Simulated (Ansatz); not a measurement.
**H₆OW···H₂: density, localisation and related maps**

| atom | x (Å) | y (Å) | z (Å) |
| --- | --- | --- | --- |
| W | 0.2027 | -0.3593 | 0.1336 |
| O | -0.0415 | -0.5181 | 2.0222 |
| H | -0.7228 | -0.0469 | 2.5109 |
| H | 1.7577 | 0.1895 | -0.3274 |
| H | 0.2246 | 1.0037 | -0.8699 |
| H | -1.0656 | 0.7119 | 0.2734 |
| H | -0.0425 | -1.9041 | -0.5588 |
| H | -1.0223 | -0.4199 | -1.0253 |
| H | 1.2111 | 2.0279 | 1.4814 |
| H | 0.9277 | 1.4701 | 1.8189 |

Core potentials replace the inner electrons of W; not at a stationary point (largest force 1.5 eV/Å).

All numbers below come from RKS PBE0/def2-mTZVP in Ansatz.

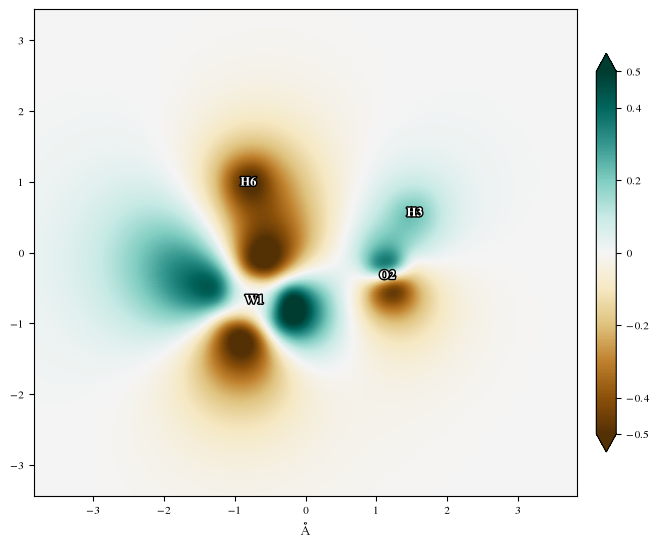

Figure 1. The HOMO on the plane of atoms O2, W1 and H6 (values in Å⁻³ᐟ²; the overall sign is arbitrary).

Q: Where does this orbital lie, and at what energy?

A: By Hirshfeld shares it lies mainly on W1 (about 50 %), H6 (about 15 %), H5 (about 10 %), H8 (about 10 %) and O2 (about 5 %). Its energy is −8.27 eV.

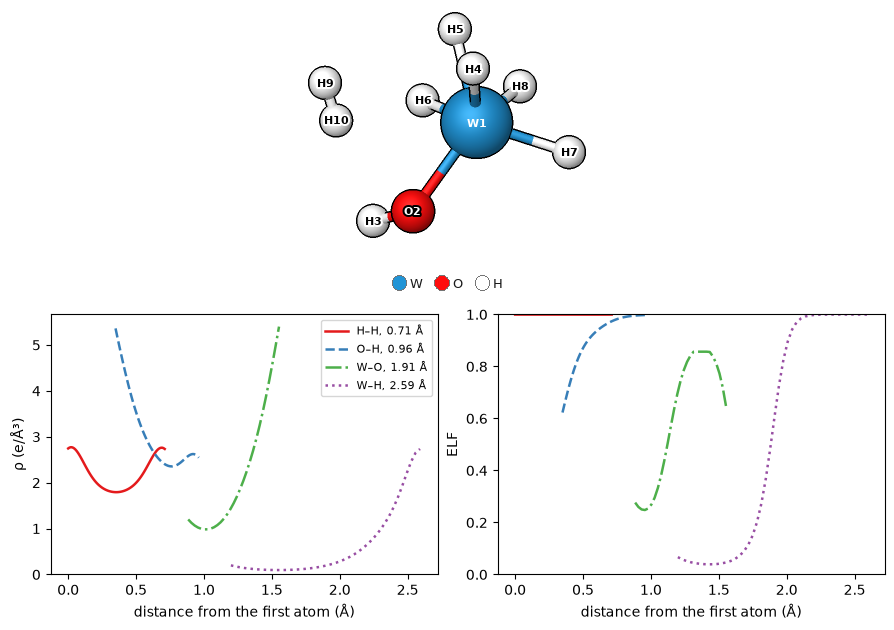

Figure 2. Electron density and electron localisation function along straight lines between neighbouring atoms. The curves leave out the atomic cores. The structure is drawn too.

Q: What can be read from the curves?

A: H–H (0.71 Å): ρ at the midpoint is about 1.8 e/Å³; the ELF peaks at about 1 between the atoms: an ordinary covalent bond to hydrogen.
O–H (0.96 Å): the density is about 3.7 e/Å³ at the midpoint; the ELF climbs to about 1 towards the hydrogen, as it does in any bond to H; an ordinary covalent bond to hydrogen.
W–O (1.91 Å): the density is about 1 e/Å³ at the midpoint; the ELF peaks at about 0.85 in the valence shell of O, 0.6 Å from its nucleus, and drops to about 0.25 between the two atoms.
W1···H10 (2.59 Å): the density falls to about 0.1 e/Å³ on the way; the ELF dips to about 0.05 between them.

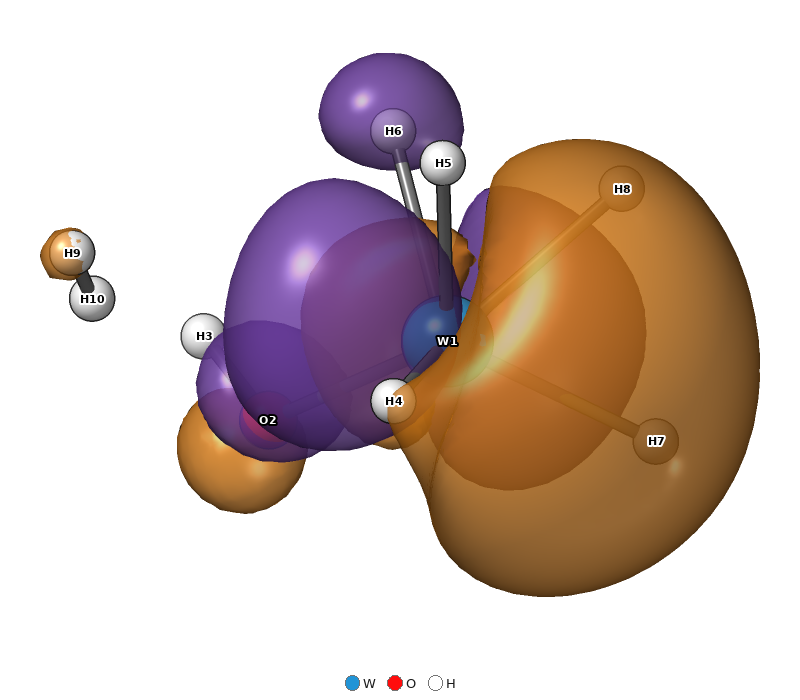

Figure 3. The LUMO at ±0.1 Å⁻³ᐟ² (orange and purple are the two phases), seen from one side.

Q: Where does this orbital lie, and at what energy?

A: By Hirshfeld shares it lies mainly on W1 (about 70 %), H7 (about 5 %) and H4 (about 5 %). Its energy is −2.46 eV.
